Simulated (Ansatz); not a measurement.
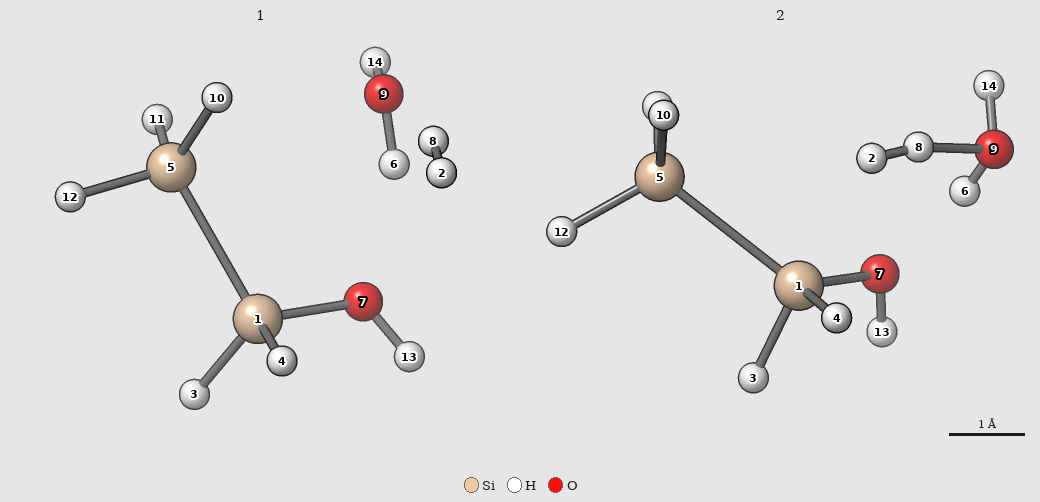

Two geometries of Si₂H₁₀O₂ (started from a transition state, displaced along its imaginary mode), drawn at one scale. One is the start of a relaxation, the other its converged end. A ball-and-stick model, seen at a tilt.

The calculation used RKS PBE0-D4/def2-TZVP in Ansatz 0.2.0. Settings: force threshold 0.005 eV/Å; at most 200 steps.

Which geometry has the lower energy?

Answer. Structure 1 is the relaxed one. The largest move after the best rigid fit is that of H2, 1.88 Å. Largest moves by element: H 1.88 Å, O 1.44 Å, Si 0.60 Å. Some distances before and after: Si1–H2 2.021 → 3.844 Å, H8–O9 1.385 → 2.586 Å, H6–O9 0.778 → 0.968 Å, Si1–Si5 2.375 → 2.340 Å. Bond angles that change, for instance: H3–Si1–O7 93.3° → 109.2°, Si5–Si1–O7 121.4° → 109.8°, H4–Si1–O7 119.5° → 109.7°. Groups turn about Si1–O7 by about 60°. Over 59 accepted moves (63 points after the start) the energy falls by 297.3 kJ/mol. Largest force component: 17 eV/Å at the start, 0.0029 eV/Å at the end. The line search rejected the trial steps at points 17, 37, 53, 55 of the run. The run took 100 s on 8 threads of Arm Neoverse V1, with other jobs on the host.
